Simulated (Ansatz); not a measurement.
Response to strain in Cu

Base system: Cu in the fcc (Cu type) structure (space group Fm-3m, No. 225; a = 3.564 Å; relaxed with 0.1 eV smearing). Axes: x, y, z lie along the cube axes.

Strains are applied to the cell and any free atomic positions relax.

Computed with Ansatz (a program for electronic structure) PBEsol, no spin-orbit coupling.

Notes on the quantities. energy relative to the base: free energy F.

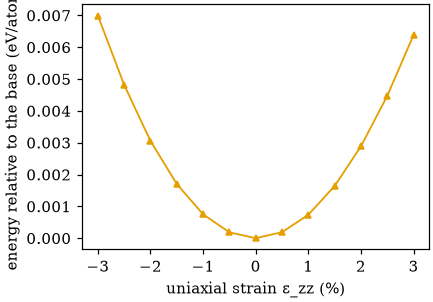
*Energy relative to the base against uniaxial strain ε_zz*

```json
[
 {"uniaxial strain ε_zz (%)": "-3", "energy relative to the base": "+7.0 meV/atom"},
 {"uniaxial strain ε_zz (%)": "-2.5", "energy relative to the base": "+4.8 meV/atom"},
 {"uniaxial strain ε_zz (%)": "-2", "energy relative to the base": "+3.1 meV/atom"},
 {"uniaxial strain ε_zz (%)": "-1.5", "energy relative to the base": "+1.7 meV/atom"},
 {"uniaxial strain ε_zz (%)": "-1", "energy relative to the base": "+0.7 meV/atom"},
 {"uniaxial strain ε_zz (%)": "-0.5", "energy relative to the base": "+0.2 meV/atom"},
 {"uniaxial strain ε_zz (%)": "0.5", "energy relative to the base": "+0.2 meV/atom"},
 {"uniaxial strain ε_zz (%)": "1", "energy relative to the base": "+0.7 meV/atom"},
 {"uniaxial strain ε_zz (%)": "1.5", "energy relative to the base": "+1.6 meV/atom"},
 {"uniaxial strain ε_zz (%)": "2", "energy relative to the base": "+2.9 meV/atom"},
 {"uniaxial strain ε_zz (%)": "2.5", "energy relative to the base": "+4.5 meV/atom"},
 {"uniaxial strain ε_zz (%)": "3", "energy relative to the base": "+6.4 meV/atom"}
]
```

Whether these cells are dynamically stable was not tested. The final runs are not spin-polarised.
